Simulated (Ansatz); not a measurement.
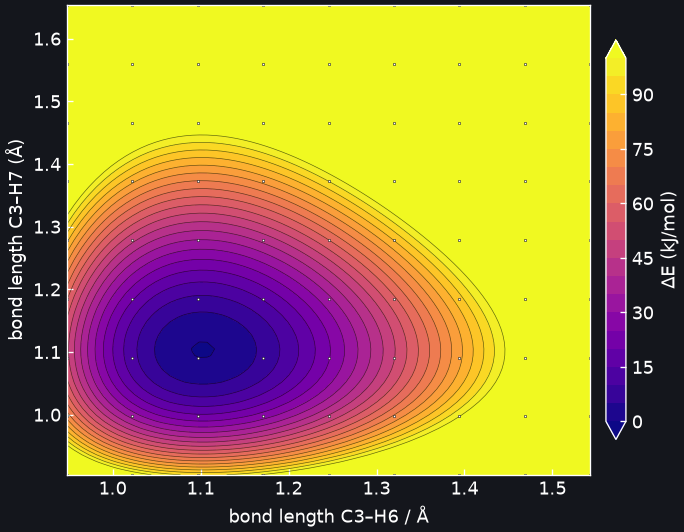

CH3ClGeO, SMILES [Cl][GeH]1[CH2][O]1. The first coordinate is: bond length C3–H6; the second: bond length C3–H7. Nothing is relaxed (all other coordinates rigid). The scan uses a 9 × 9 grid. Energies are in kJ/mol, from the lowest grid point. The reference is spin-restricted, which grows unreliable where a bond is stretched far. Method: Ansatz, RKS r2SCAN-D4/def2-SVP.

In the figure: filled contours, dots at the grid points, one colour for all values above the top of the scale. Between grid points the surface is interpolated.

### Where is the minimum, and how stiff is the well along each coordinate?

The interpolated minimum is at bond length C3–H6 ≈ 1.102 Å, bond length C3–H7 ≈ 1.102 Å. The curvatures there are about 32 eV/Å² and 32 eV/Å², with a cross term of about 0 eV/Å². Round the minimum the contours are nearly round: the two directions are equally stiff and uncoupled. (1 eV is 96.5 kJ/mol.)
